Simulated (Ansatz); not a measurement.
Start from CuI in the zinc blende structure (space group F-43m, No. 216; a = 6.023 Å).

Modification: every lattice vector is shortened by 0.50 %; the atoms relax in the strained cell.

Level of theory: DFT with r2SCAN, PAW potentials and a 500 eV plane-wave cutoff in Ansatz (a first-principles code), no spin-orbit coupling.

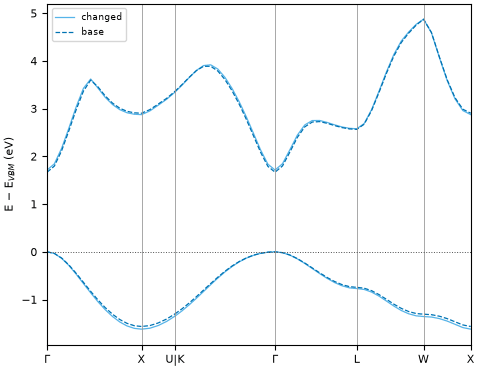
Figure: Highest valence and lowest conduction band along the path, each from its own valence-band maximum

### Question
From the figure, how large is the changed gap, and is it direct?

### Answer
About 1.7 eV, direct at Γ.

Spin-orbit coupling, missing from the scalar runs, can matter with I. Whether these cells are dynamically stable was not tested. All final runs are without spin polarisation.
